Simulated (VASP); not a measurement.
Band structure of TiN (rock salt). These are PBE GGA with D4 dispersion, VASP's PBE PAW potentials (set 64) (plane waves; VASP) values and carry that method's errors.

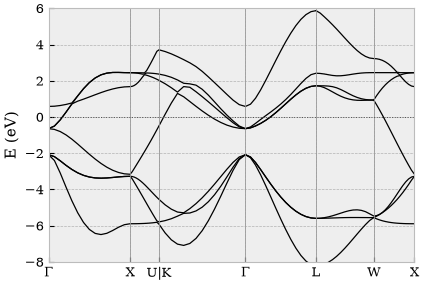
*Bands along high-symmetry lines, zero at the valence-band maximum or, without a gap, the Fermi level*

### Question
Read the plot: is there a gap, and where are the band edges?

### Answer
It has no gap at this level: it comes out as a metal or semimetal. (Edges off the drawn lines would not show.)

The compound is TiN in the rock salt structure. It was relaxed first. The electron count is odd and the run is not spin-polarised, which forces a metal.
